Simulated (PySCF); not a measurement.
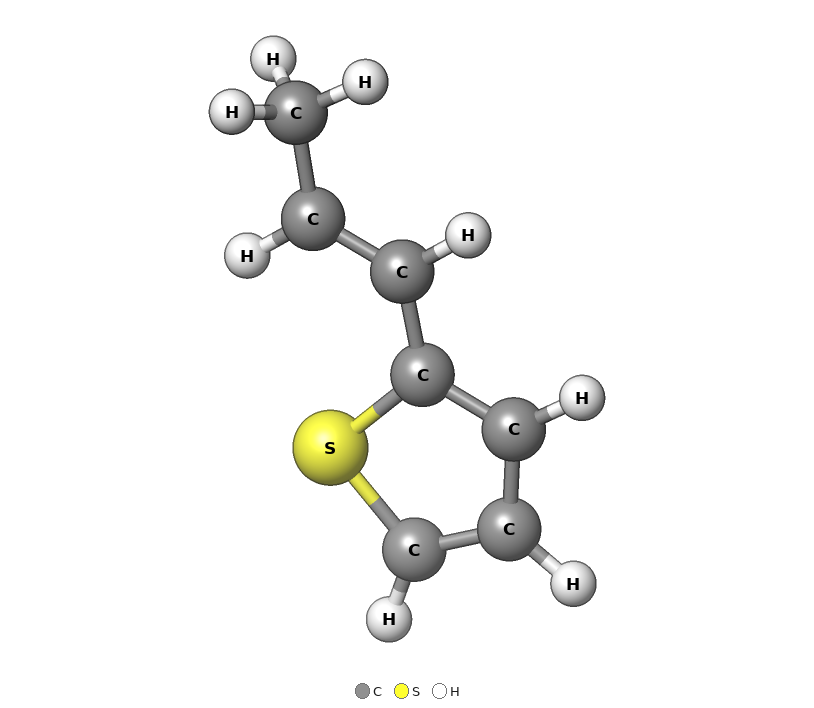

The picture shows a molecular structure as a ball-and-stick model. Every bond is drawn as one stick, whatever its order.

**Count the atoms of each element.**

C7H8S, 16 atoms: 7 carbon, 8 hydrogen and 1 sulfur.

**What is its SMILES?**

C/C=C/c1cccs1

The parts below concern this one geometry. Atoms keep their numbers from picture to picture. The computed structure is the end point of a PBE0-D3(BJ)/def2-SVP optimisation. No frequency run is at hand to confirm it as a minimum.

Shape

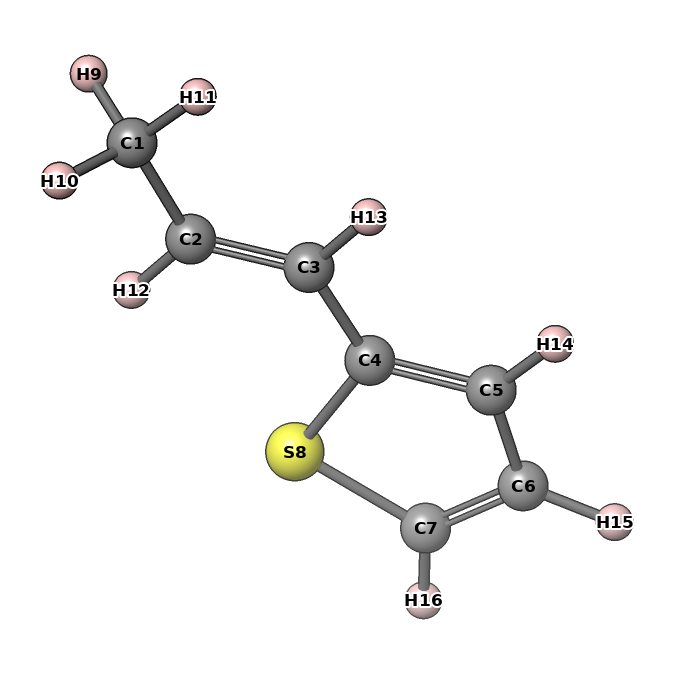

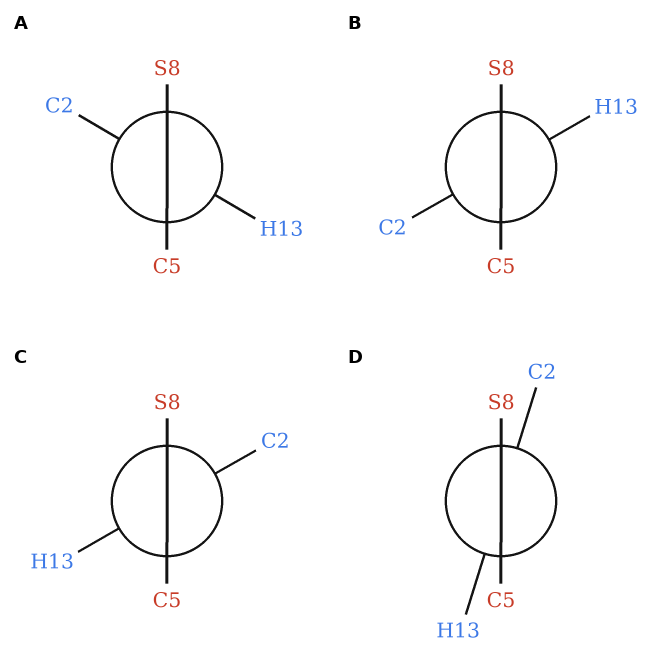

Atoms fade into the background with distance from the viewer. Bonds that would overlap in a projection are set slightly apart. No frequency run is at hand to confirm it as a minimum.

**Which Newman projection shows the view along C4–C3, with C4 in front?**

D. The torsion angle S8–C4–C3–C2 is 0°, synperiplanar (eclipsed).

Ring current

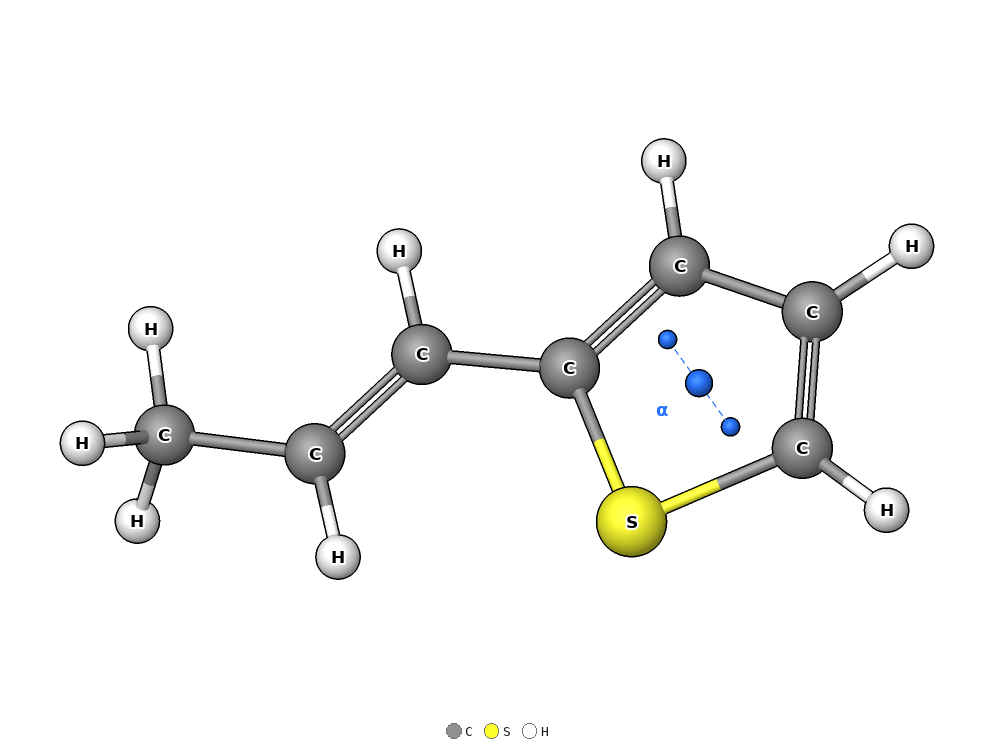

The small points mark where nucleus-independent chemical shifts (NICS) were computed: at the centre of each lettered ring and 1 Å above and below it. No frequency run is at hand to confirm it as a minimum. Level of theory: GIAO PBE0/pcSseg-1 NMR shielding, non-relativistic, IEF-PCM chloroform (PySCF 2.14.0).

Give NICS(0), NICS(1) and the out-of-plane component NICS(1)zz for each ring (means of the two sides).

```
ring  members  NICS(0)  NICS(1)  NICS(1)zz
   α      C4S    −11.3    −10.4      −23.4
```

Values in ppm.

**What do the values say about the ring currents?**

Ring α: diatropic, as in an aromatic ring. NICS is one index among several.

Quadrupole coupling

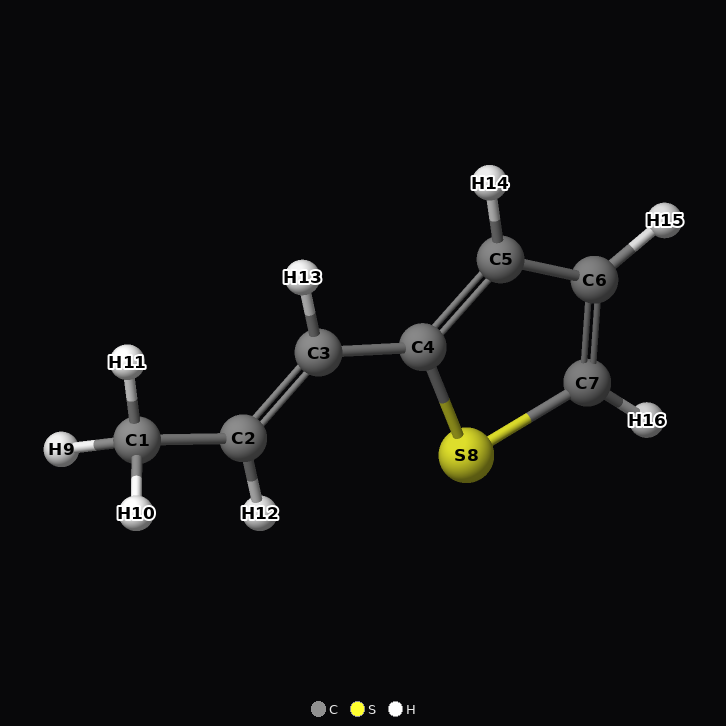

No frequency run is at hand to confirm it as a minimum. Electric field gradients from the ground-state density, PBE0/pcSseg-1 in acetone (IEF-PCM) (PySCF 2.14.0), non-relativistic apart from any core potentials.

Give the largest field-gradient component, the quadrupole coupling constant and the asymmetry for 33S at S8 (Q = −67.81 mb), 2H at H9 (Q = 2.86 mb), 2H at H11 (Q = 2.86 mb), 2H at H12 (Q = 2.86 mb), 2H at H13 (Q = 2.86 mb).

```tsv
atom	V_zz (a.u.)	e²qQ/h (MHz)	η
S8	1.849	−29.5	0.60
H9	0.286	0.192	0.03
H11	0.291	0.195	0.04
H12	0.292	0.196	0.09
H13	0.294	0.198	0.10
```

NMR shielding

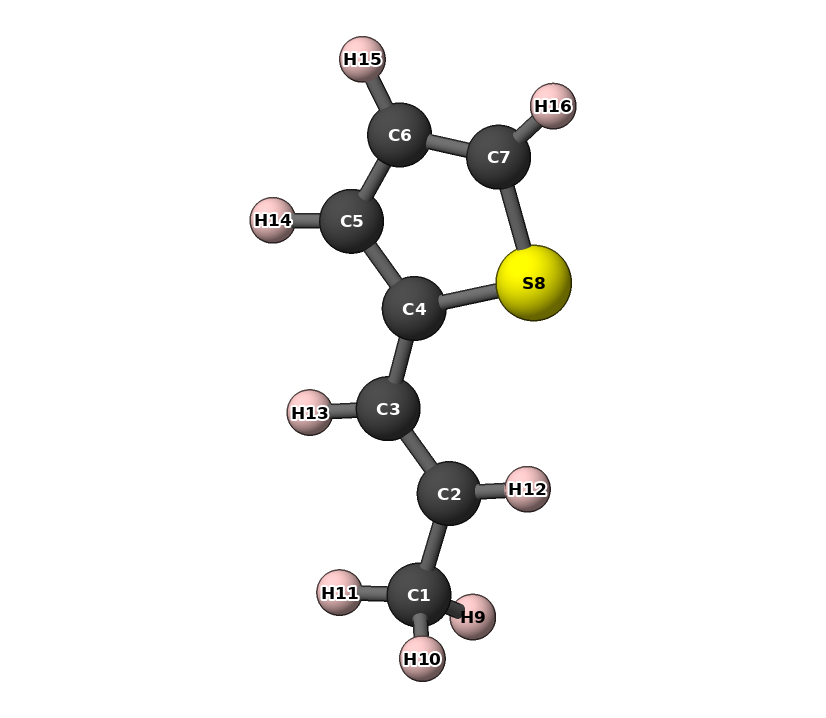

No frequency run is at hand to confirm it as a minimum. Method: GIAO PBE0/pcSseg-1 NMR shielding, non-relativistic, IEF-PCM acetone (PySCF 2.14.0). Principal shieldings σ11 ≤ σ22 ≤ σ33, span Ω = σ33 − σ11, skew κ = 3(σiso − σ22)/Ω.

Give the shielding tensors of the S atoms.

```json
{"atom": "S8", "σ11": "167.4", "σ22": "318.1", "σ33": "417.7", "σiso": "301.1", "Ω": "250.2", "κ": "−0.20"}
```

Shieldings and span in ppm.
